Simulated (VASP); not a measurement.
Band structure of Hf$_{2}$Hg (space group I4/mmm). All values below come from LDA (Ceperley-Alder, Perdew-Zunger), VASP's LDA PAW potentials (set 64) (plane waves; VASP).

Unless said otherwise, spin-orbit coupling is left out, though it shifts the bands of the heavy elements here.

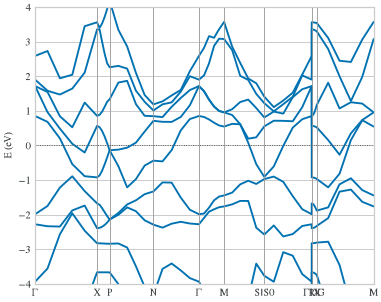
*Bands along high-symmetry lines, zero at the valence-band maximum or, without a gap, the Fermi level*

Task: Read the plot: is there a gap, and where are the band edges?

Result: It has no gap at this level: it comes out as a metal or semimetal.

The structure comes from a computed database's Hf2Hg entry; how it stands against other phases isn't given here. The cell was not relaxed at this level.
